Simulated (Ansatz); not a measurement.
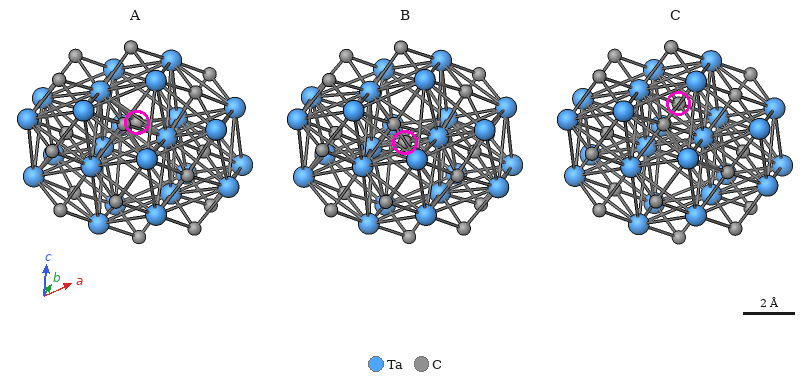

3 geometries from a converged minimum-energy path of a defect cell of composition Ta8C7 with a C vacancy (15 atoms in the cell), shuffled. The picture is a ball-and-stick view of the atoms within 5.2 Å of the middle of the path, seen slightly off an axis. The moving atom is ringed, with any periodic copies. Bonds to atoms that aren't drawn are left out.

Theory: DFT, PAW plane waves, PBE in Ansatz 0.2.0. Run with plane-wave cutoff 420 eV; k-point mesh 3 × 3 × 3; cold smearing 0.15 eV; 3 movable images; climbing image; force threshold 0.05 eV/Å; iteration limit 40.

Which frame is the top of the path?

B. In order along the path, whose images run from 0 to 4: B (image 2, +5.04 eV), A (image 3, +2.64 eV), C (image 4, 0.00 eV). It is a vacancy jump: a nearby atom moves into the empty site and leaves its own site empty. A C atom travels furthest, 3.15 Å from end to end, along +c, on a straight line. At the highest image its nearest neighbour (Ta) is 1.86 Å away, against 2.23 Å at the start, and the surrounding atoms stand up to 0.27 Å off the mean of their end positions.

Limits of the set-up: the periodic images lie only 6.3 Å apart, so the values are limited by the cell's size.
